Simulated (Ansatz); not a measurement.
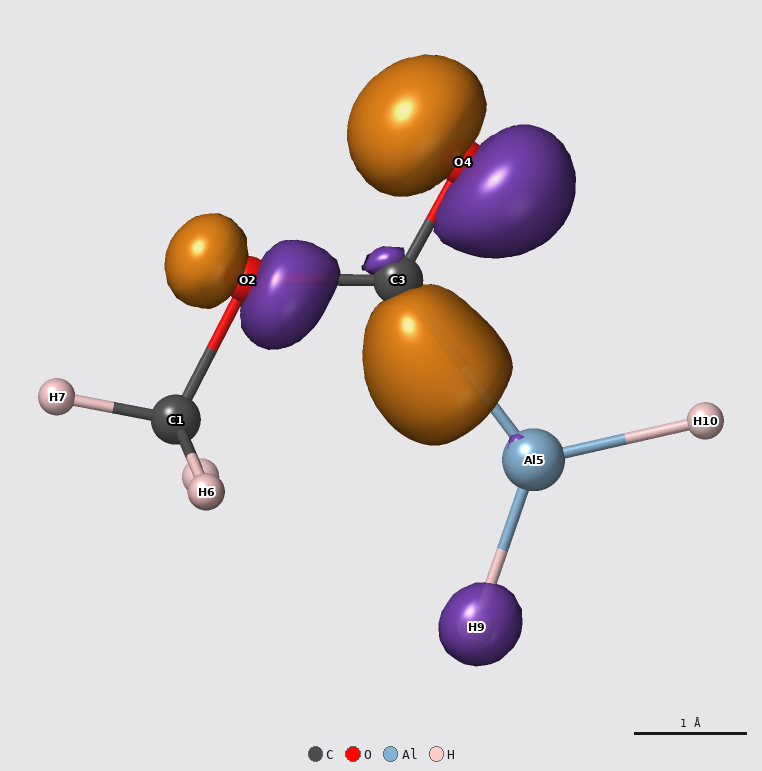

*C₂H₅AlO₂ (SMILES CO[C](=O)[AlH2]). The HOMO at ±0.2 Å⁻³ᐟ² (orange and purple are the two phases), seen across its widest extent.*

Theory: RKS PBE0-D4/6-31G* in Ansatz.

The calculation's input:

```
crystal:
  periodic: [false, false, false]
  atoms:
    - { symbol: C, position_ang: [-0.9836, -1.6695, 0.1884] }
    - { symbol: O, position_ang: [-0.4377, -0.3804, 0.508] }
    - { symbol: C, position_ang: [0.3217, 0.3425, -0.4064] }
    - { symbol: O, position_ang: [0.77736, 1.50915, -0.19301] }
    - { symbol: Al, position_ang: [0.56253, -0.35575, -2.23078] }
    - { symbol: H, position_ang: [-0.2468, -2.3503, -0.083] }
    - { symbol: H, position_ang: [-1.5791, -1.9956, 1.0534] }
    - { symbol: H, position_ang: [-1.6864, -1.4801, -0.6887] }
    - { symbol: H, position_ang: [-0.0979, -1.82158, -2.64495] }
    - { symbol: H, position_ang: [1.37681, 0.43824, -3.32125] }
basis:
  gaussian: { orbitals: "6-31G*" }
hamiltonian:
  xc: pbe0
  dispersion: d4
relax:
  f_tol: 0.015
  max_steps: 40
output:
  orbitals: {}
```

Run with:

```sh
ansatz run input.yaml --threads 1 --pin off --max-ram 2048MiB --backend cpu --events-out ev --progress --plain --runs-dir out
```

The fields are those of the relaxed geometry.

Q: Where does this orbital lie, and at what energy?

A: It lies mainly on O4 (about 50 %), C3 (about 20 %), Al5 (about 15 %) and O2 (about 10 %). Its energy is −6.96 eV.
